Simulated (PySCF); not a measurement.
**C5H9N3Si2 (SMILES c1ccc([SiH]2N[SiH2]N2)nc1): density, localisation and related maps**

```xyz
19

C     3.1184    0.2873   -0.6371
C     2.9359   -0.6659    0.3520
C     1.6468   -0.9415    0.7745
C     0.5773   -0.2612    0.2016
Si   -1.2112   -0.5715    0.7173
N    -2.1892    0.8238    1.0612
Si   -3.2630    0.6466   -0.2978
N    -2.3665   -0.8228   -0.5573
N     0.7647    0.6514   -0.7476
C     1.9925    0.9148   -1.1511
H     4.1044    0.5365   -0.9989
H     3.7826   -1.1819    0.7843
H     1.4600   -1.6770    1.5425
H    -1.2789   -1.5952    1.7642
H    -2.0307    1.6038    1.6700
H    -3.1306    1.6572   -1.3413
H    -4.6402    0.3920    0.1161
H    -2.3614   -1.4551   -1.3346
H     2.0791    1.6678   -1.9256
```

Geometry: GFN2-xTB.

Level of theory: PBE0/pcSseg-1, SCF density, gas phase, non-relativistic in PySCF.

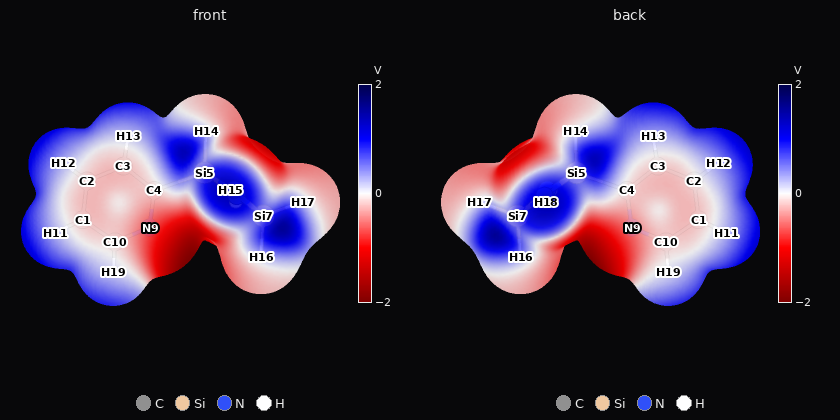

Figure 1. The molecular electrostatic potential painted on the density surface at 0.002 e/bohr³, seen from the front and from behind; the colour scale runs from red (negative) to blue (positive).

> Where is the surface potential most negative and most positive?

The most negative region (about −1.9 V) lies over N9, the most positive (about +1.4 V) over Si7. N9 is the likeliest acceptor of a hydrogen bond.

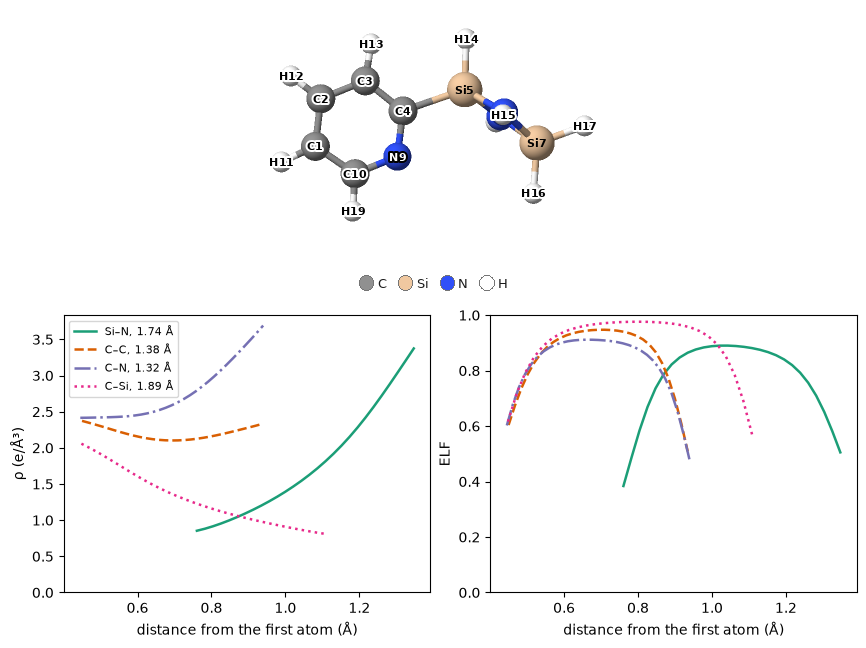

Figure 2. Total electron density and ELF along straight lines between neighbouring atoms. The curves leave out the atomic cores. The structure is drawn too.

> What can be read from the curves?

Si–N (1.74 Å): the density is about 1 e/Å³ at the midpoint; the ELF peaks at about 0.90 between the atoms; a shared but strongly polarised pair.
C–C (1.38 Å): ρ at the midpoint is about 2.1 e/Å³; the ELF peaks at about 0.95 between the atoms (a covalent bond).
C–N (1.32 Å): ρ at the midpoint is about 2.5 e/Å³; the ELF peaks at about 0.90 between the atoms; localised, covalent bonding.
C–Si (1.89 Å): the density is about 0.97 e/Å³ at the midpoint; the ELF peaks at about 1 between the atoms, as expected for localised, covalent bonding.
